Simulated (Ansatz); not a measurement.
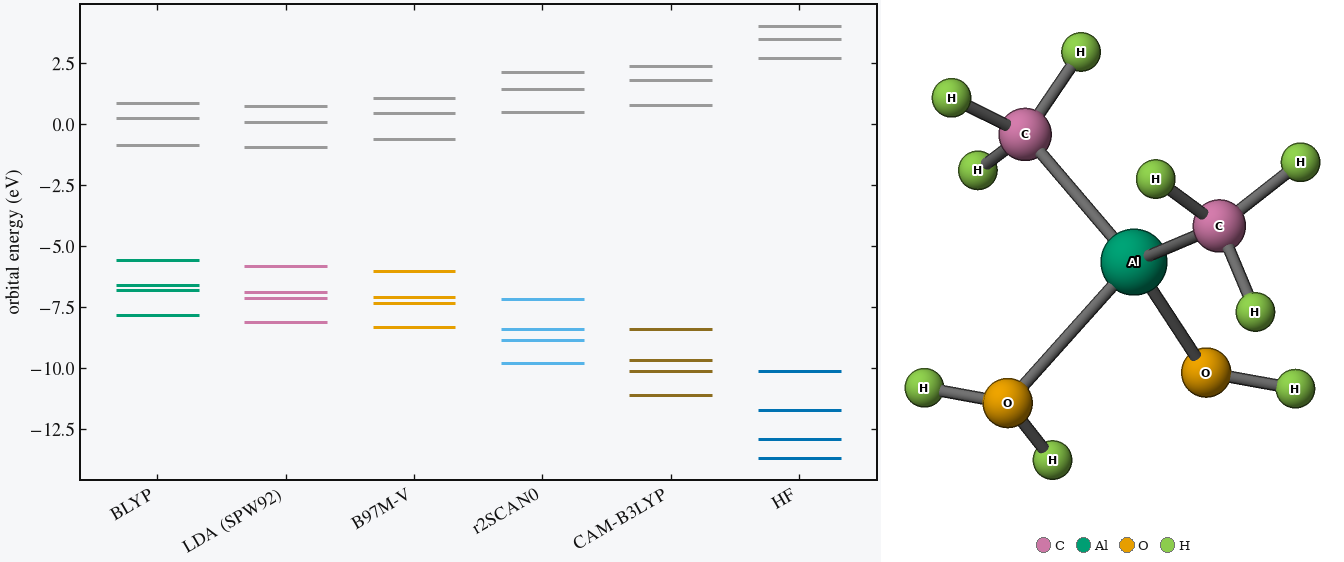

Frontier orbital energies of C₂H₉AlO₂, SMILES [CH3][Al-]([CH3])([OH])[OH2+], singlet at one geometry, def2-TZVPP, the Ansatz code, at a PBE0-D4/def2-TZVP geometry (a minimum by its frequencies). Empty levels are grey, levels within 0.1 eV stand side by side; all columns show the same few orbitals around the gap.

How do the frontier levels move from column to column?

The separation grows from 4.70 eV (BLYP) to 12.83 eV (HF).

```
      level  HOMO (eV)  LUMO (eV)  separation (eV)
       BLYP      −5.57      −0.87             4.70
LDA (SPW92)      −5.81      −0.93             4.88
     B97M-V      −6.02      −0.59             5.43
    r2SCAN0      −7.17       0.50             7.67
  CAM-B3LYP      −8.38       0.81             9.19
         HF     −10.12       2.71            12.83
```

Caveats, for all or some of the runs: empty levels above zero depend strongly on the basis.
